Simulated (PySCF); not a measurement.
```yaml
atoms:
  - { symbol: F, position_ang: [-2.5087, -1.2686, 0.0659] }
  - { symbol: C, position_ang: [-1.8640, -0.1245, -0.3312] }
  - { symbol: C, position_ang: [-0.4717, -0.0520, 0.3084] }
  - { symbol: C, position_ang: [0.4345, -1.2277, -0.1180] }
  - { symbol: O, position_ang: [1.7239, -0.7967, -0.4668] }
  - { symbol: Si, position_ang: [1.9618, 0.8059, -0.7024] }
  - { symbol: C, position_ang: [0.2519, 1.1830, -0.0873] }
  - { symbol: F, position_ang: [-0.3778, 2.3560, 0.1020] }
  - { symbol: H, position_ang: [-2.4844, 0.7197, -0.0138] }
  - { symbol: H, position_ang: [-1.7976, -0.1563, -1.4237] }
  - { symbol: H, position_ang: [-0.6229, -0.0746, 1.3981] }
  - { symbol: H, position_ang: [0.5368, -1.9559, 0.6908] }
  - { symbol: H, position_ang: [-0.0016, -1.7399, -0.9829] }
  - { symbol: H, position_ang: [3.0644, 1.2273, 0.1528] }
  - { symbol: H, position_ang: [2.1510, 1.1124, -2.1196] }
```

Geometry: GFN2-xTB.

Level of theory: UKS B3LYP, pcH-1 on C F H O Si, non-relativistic, mean-field spin-orbit, GIAO in PySCF 2.14.0, density-fitted response routines.

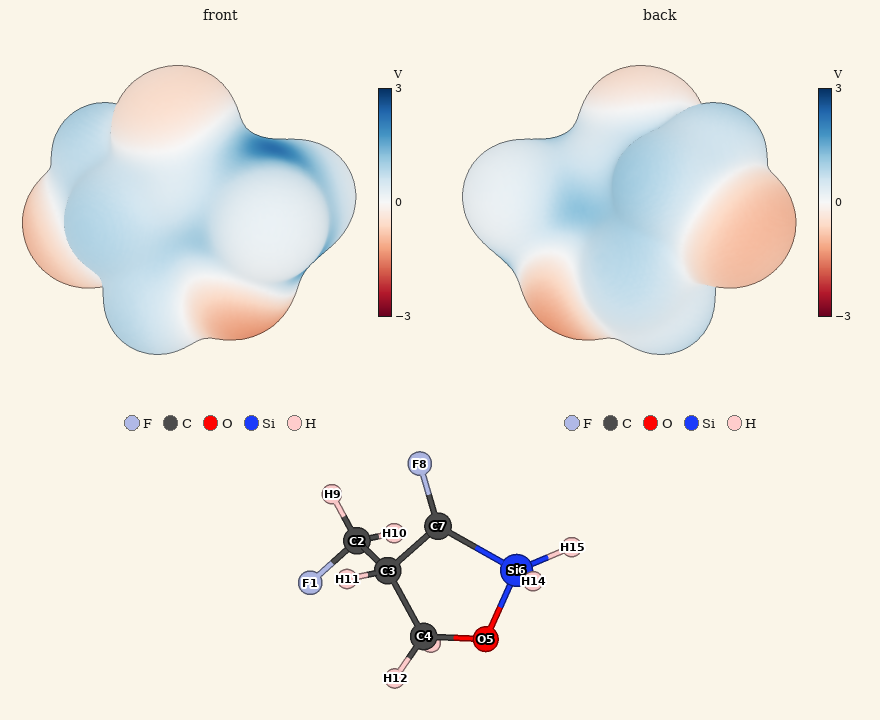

C$_{4}$H$_{7}$F$_{2}$OSi (doublet). The electrostatic potential painted on the density surface at 0.002 e/bohr³, seen from the front and from behind; the colour scale runs from red (negative) to blue (positive). The bare structure is drawn below in the same view.

Question: Which sites attract a positive test charge, and which a negative one?

Answer: A positive charge is drawn to the negative regions and a negative charge to the positive ones. The most negative region (about −1.3 V, or −30 kcal/mol for a unit charge) lies over O5, the most positive (about +2.0 V, or +46 kcal/mol for a unit charge) over Si6. O5 is the likeliest acceptor of a hydrogen bond.
